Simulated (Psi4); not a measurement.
## Frequency calculation of HF (part 4 of 4)

Continued. System: HF, SMILES F. Method: M06-L/aug-pcseg-3, RKS (Psi4 1.11). The geometry was optimised with M06-L/aug-pcseg-3.

Geometry of the input (Å):
```
F  -0.3898  0.1445  -0.1963
H  0.3867  -0.1434  0.1947
```

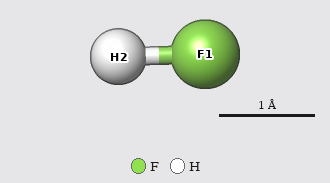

*The structure (ball-and-stick view, seen at a tilt; atoms are numbered from 1 in the order of the input).*

**Log, continued**
```
    Blocking Scheme        =         OCTREE
    BS radius alpha        =              1
    Pruning alpha          =              1
    Radial Points          =             99
    Spherical Points       =            590
    Total Points           =         114648
    Total Blocks           =            914
    Max Points             =            256
    Max Functions          =            134
    Weights Tolerance      =       1.00E-15

  -Total Gradient:
     Atom            X                  Y                   Z
    ------   -----------------  -----------------  -----------------
       1        0.000000000000     0.000000000000     0.003208141199
       2        0.000000000000    -0.000000000000    -0.003202517695

	total time  =         48 seconds =       0.80 minutes

    Psi4 run time: 0:01:42.52

  //>>>>>>>>>>>>>>>>>>>>>>>>>>>>>>>>>>>//
  //      FiniteDifference Results     //
  //<<<<<<<<<<<<<<<<<<<<<<<<<<<<<<<<<<<//

  Computing second-derivative from gradients using projected,
  symmetry-adapted, cartesian coordinates.

  7 gradients passed in, including the reference geometry.
  Generating complete list of displacements from unique ones.

-------------------------------------------------------------

  ==> Harmonic Vibrational Analysis <==

  non-mass-weighted Hessian:       Symmetric? True   Hermitian? True   Lin Dep Dim?  3 (0)
  projection of translations (True) and rotations (True) removed 5 degrees of freedom (5)
  total projector:                 Symmetric? True   Hermitian? True   Lin Dep Dim?  5 (5)
  mass-weighted Hessian:           Symmetric? True   Hermitian? True   Lin Dep Dim?  3 (0)
  pre-proj  low-frequency mode:    0.0000i [cm^-1]
  pre-proj  low-frequency mode:    0.0000i [cm^-1]
  pre-proj  low-frequency mode:    0.0000  [cm^-1]
  pre-proj  low-frequency mode:    7.0236  [cm^-1]
  pre-proj  low-frequency mode:    7.0236  [cm^-1]
  pre-proj  all modes:['0.0000i' '0.0000i' '0.0000' '7.0236' '7.0236' '4138.1085']
  projected mass-weighted Hessian: Symmetric? True   Hermitian? True   Lin Dep Dim?  5 (5)
  post-proj low-frequency mode:    0.0001i [cm^-1] (TR)
  post-proj low-frequency mode:    0.0000i [cm^-1] (TR)
  post-proj low-frequency mode:    0.0000i [cm^-1] (TR)
  post-proj low-frequency mode:    0.0000  [cm^-1] (TR)
  post-proj low-frequency mode:    0.0000  [cm^-1] (TR)
  post-proj  all modes:['0.0001i' '0.0000i' '0.0000i' '0.0000' '0.0000' '4138.1085']

  Vibration                       6
  Freq [cm^-1]                4138.1085
  Irrep                           A
  Reduced mass [u]              1.0583
  Force const [mDyne/A]        10.6774
  Turning point v=0 [a0]        0.1658
  RMS dev v=0 [a0 u^1/2]        0.1206
  IR activ [km/mol]            103.8228
  Char temp [K]               5953.8167
  ----------------------------------------------------------------------------------
      1   F               -0.00  0.00 -0.05
      2   H                0.00 -0.00  1.00

  ==> Thermochemistry Components <==

  Entropy, S
    Electronic S                             0.000 [cal/(mol K)]        0.000 [J/(mol K)]       0.00000000 [mEh/K] (multiplicity = 1)
    Translational S                         34.921 [cal/(mol K)]      146.112 [J/(mol K)]       0.05565095 [mEh/K] (mol. weight = 20.0062 [u], P = 101325.00 [Pa])
    Rotational S                             6.537 [cal/(mol K)]       27.349 [J/(mol K)]       0.01041661 [mEh/K] (symmetry no. = 1)
    Vibrational S                            0.000 [cal/(mol K)]        0.000 [J/(mol K)]       0.00000000 [mEh/K]
  Total S                                   41.458 [cal/(mol K)]      173.460 [J/(mol K)]       0.06606756 [mEh/K]
  Correction S                               0.000 [cal/(mol K)]        0.000 [J/(mol K)]       0.00000000 [mEh/K]

  Constant volume heat capacity, Cv
    Electronic Cv                            0.000 [cal/(mol K)]        0.000 [J/(mol K)]       0.00000000 [mEh/K]
    Translational Cv                         2.981 [cal/(mol K)]       12.472 [J/(mol K)]       0.00475022 [mEh/K]
    Rotational Cv                            1.987 [cal/(mol K)]        8.314 [J/(mol K)]       0.00316681 [mEh/K]
    Vibrational Cv                           0.000 [cal/(mol K)]        0.000 [J/(mol K)]       0.00000000 [mEh/K]
  Total Cv                                   4.968 [cal/(mol K)]       20.786 [J/(mol K)]       0.00791703 [mEh/K]
  Correction Cv                              0.000 [cal/(mol K)]        0.000 [J/(mol K)]       0.00000000 [mEh/K]

  Constant pressure heat capacity, Cp
    Electronic Cp                            0.000 [cal/(mol K)]        0.000 [J/(mol K)]       0.00000000 [mEh/K]
    Translational Cp                         4.968 [cal/(mol K)]       20.786 [J/(mol K)]       0.00791703 [mEh/K]
    Rotational Cp                            1.987 [cal/(mol K)]        8.314 [J/(mol K)]       0.00316681 [mEh/K]
    Vibrational Cp                           0.000 [cal/(mol K)]        0.000 [J/(mol K)]       0.00000000 [mEh/K]
  Total Cp                                   6.955 [cal/(mol K)]       29.101 [J/(mol K)]       0.01108384 [mEh/K]
  Correction Cp                              0.000 [cal/(mol K)]        0.000 [J/(mol K)]       0.00000000 [mEh/K]

  ==> Thermochemistry Energy Analysis <==

  Raw electronic energy, E_e
  Total E_e, Electronic energy at well bottom                                          -100.47656615 [Eh]

  Zero-point vibrational energy, ZPVE = Sum_i omega_i / 2,  E_0 = E_e + ZPVE
    Vibrational ZPVE                         5.916 [kcal/mol]       24.751 [kJ/mol]       0.00942730 [Eh]        2069.054 [cm^-1]
  Correction ZPVE to E_e                     5.916 [kcal/mol]       24.751 [kJ/mol]       0.00942730 [Eh]        2069.054 [cm^-1]
  Total E_0, Enthalpy at 0 [K]                                                         -100.46713885 [Eh]
  *** Absolute enthalpy, not an enthalpy of formation ***

  Thermal (internal) energy, E (includes ZPVE and finite-temperature corrections)
    Electronic contrib to E beyond E_e       0.000 [kcal/mol]        0.000 [kJ/mol]       0.00000000 [Eh]
    Translational contrib to E               0.889 [kcal/mol]        3.718 [kJ/mol]       0.00141628 [Eh]
    Rotational contrib to E                  0.592 [kcal/mol]        2.479 [kJ/mol]       0.00094418 [Eh]
    Vibrational contrib to E                 5.916 [kcal/mol]       24.751 [kJ/mol]       0.00942730 [Eh]
  Correction E                               7.397 [kcal/mol]       30.949 [kJ/mol]       0.01178777 [Eh]
  Total E, Thermal (internal) energy at  298.15 [K]                                    -100.46477839 [Eh]

  Enthalpy, H_trans = E_trans + k_B * T = E_trans + P * V
    Electronic contrib to H beyond E_e       0.000 [kcal/mol]        0.000 [kJ/mol]       0.00000000 [Eh]
    Translational contrib to H               1.481 [kcal/mol]        6.197 [kJ/mol]       0.00236046 [Eh]
    Rotational contrib to H                  0.592 [kcal/mol]        2.479 [kJ/mol]       0.00094418 [Eh]
    Vibrational contrib to H                 5.916 [kcal/mol]       24.751 [kJ/mol]       0.00942730 [Eh]
  Correction H                               7.989 [kcal/mol]       33.428 [kJ/mol]       0.01273195 [Eh]
  Total H, Enthalpy at  298.15 [K]                                                     -100.46383420 [Eh]
  *** Absolute enthalpy, not an enthalpy of formation ***

  Gibbs free energy, G = H - T * S
    Electronic contrib to G beyond E_e       0.000 [kcal/mol]        0.000 [kJ/mol]       0.00000000 [Eh]
    Translational contrib to G              -8.931 [kcal/mol]      -37.366 [kJ/mol]      -0.01423187 [Eh]
    Rotational contrib to G                 -1.356 [kcal/mol]       -5.675 [kJ/mol]      -0.00216153 [Eh]
    Vibrational contrib to G                 5.916 [kcal/mol]       24.751 [kJ/mol]       0.00942730 [Eh]
  Correction G                              -4.371 [kcal/mol]      -18.289 [kJ/mol]      -0.00696609 [Eh]
  Total G, Gibbs energy at  298.15 [K]                                                 -100.48353224 [Eh]
  *** Absolute Gibbs energy, not a free energy of formation ***

[set-up sections that repeat, and orbital energies of the middle runs, are left out above]
```

**Standard output**
```
total energy -100.47656615 hartree = -2734.10663 eV
ZPVE: 0.00942730 Eh
ENTHALPY: -100.46383420 Eh
GIBBS FREE ENERGY: -100.48353224 Eh
```

**Key numbers**

| quantity | value |
| --- | --- |
| outcome | converged |
| total energy | −100.476566 hartree |
| basis functions | 134 |
| zero-point energy | 0.009427 hartree |
| dipole moment | 1.76 D |
| wavenumbers, lowest and highest | 4138 cm⁻¹ |
| wall time | 13 min |
| peak memory | 1.1 GiB |
